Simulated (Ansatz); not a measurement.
Cl$_{3}$FZr···HCl

Input file:

```
crystal:
  periodic: [false, false, false]
  atoms:
    - { symbol: Zr, position_ang: [0.0, 0.0, 0.0] }
    - { symbol: Cl, position_ang: [0.0, 0.0, 2.87] }
    - { symbol: Cl, position_ang: [2.3764, 0.0, -0.8392] }
    - { symbol: Cl, position_ang: [-1.1869, 2.0563, -0.8392] }
    - { symbol: Cl, position_ang: [-1.1869, -2.0563, -0.8392] }
    - { symbol: F, position_ang: [-2.1637, 0.0, 0.7189] }
    - { symbol: H, position_ang: [-1.5793, 0.0, 1.9315] }
basis:
  gaussian: { orbitals: def2-SVP }
hamiltonian:
  xc: pbe
relax:
  f_tol: 0.15
  max_steps: 25
  restrain:
    - { distance: [0, 5], at: 1.98, k: 30.0 }
    - { distance: [6, 1], at: 1.37, k: 30.0 }
    - { distance: [0, 1], at: 3.72, k: 30.0 }
    - { distance: [6, 5], at: 2.12, k: 30.0 }
output:
  orbitals: {}
```

Command:

```sh
ansatz run input.yaml --threads 4 --pin off --max-ram 5120MiB --backend cpu --events-out ev --progress --plain --runs-dir out
```

The fields are those of the run's last geometry, not of the input's.

Core potentials replace the inner electrons of Zr; not at a stationary point (largest force 1.0 eV/Å).

Theory: RKS PBE/def2-SVP in Ansatz.

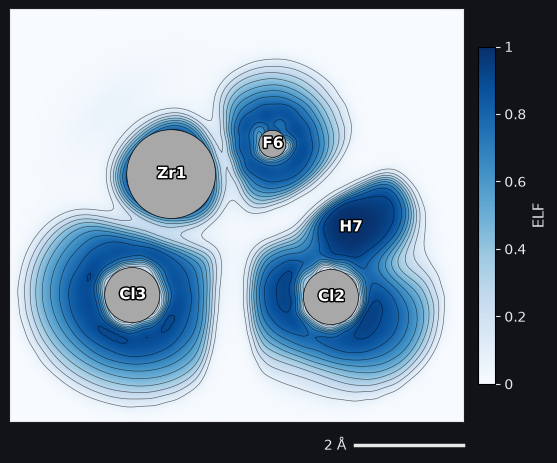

Figure 1. Electron localisation function on the plane of atoms Cl3, Zr1 and F6. Grey discs cover the atomic cores.

Q: What does the map show?

A:
- Atoms in the plane: Zr, Cl, F and H.
- F6···H7 (2.12 Å): the ELF dips to about 0.05 between them.
- Zr–F (1.95 Å): the ELF peaks at about 0.85 in the valence shell of F, 0.5 Å from its nucleus, and drops to about 0.20 between the two atoms.
- Zr–Cl (2.35 Å): the ELF peaks at about 0.85 in the valence shell of Cl, 0.8 Å from its nucleus, and is about 0.35 at the midpoint.
- Cl–H (1.34 Å): the ELF climbs to about 1 towards the hydrogen, as it does in any bond to H.
- The ELF also peaks beside Cl2, away from the bonds: lone-pair regions.

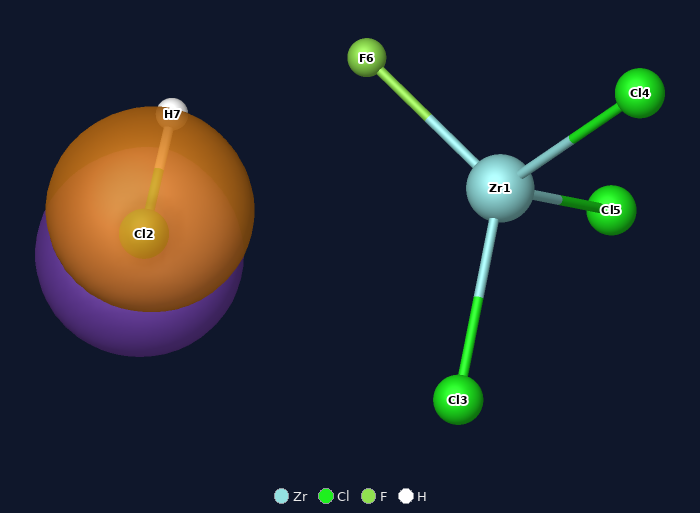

Figure 2. The HOMO−1 at ±0.15 Å⁻³ᐟ² (orange and purple are the two phases), seen at a tilt.

Q: Describe this orbital and give its energy.

A: It lies mainly on Cl2 (about 95 %); largely a lone pair of Cl2. Its energy is −7.88 eV.

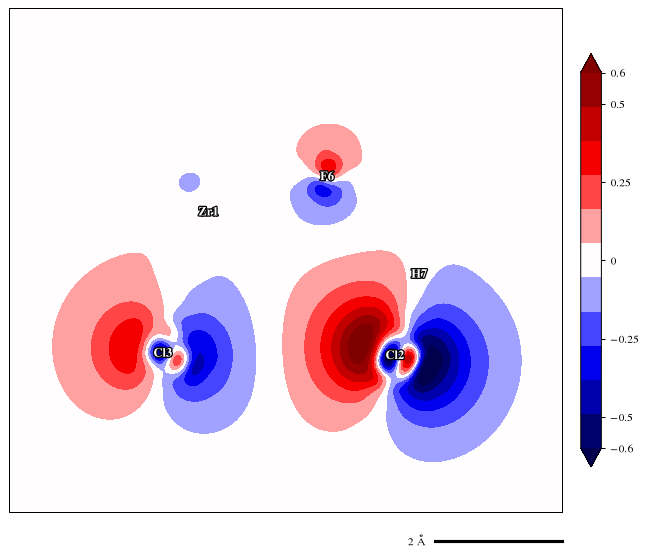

Figure 3. The HOMO on the plane of atoms Cl3, Zr1 and F6 (values in Å⁻³ᐟ²; the overall sign is arbitrary).

Q: Describe this orbital and give its energy.

A: It lies mainly on Cl2 (about 70 %) and Cl3 (about 20 %); largely a lone pair of Cl2. Its energy is −7.79 eV.
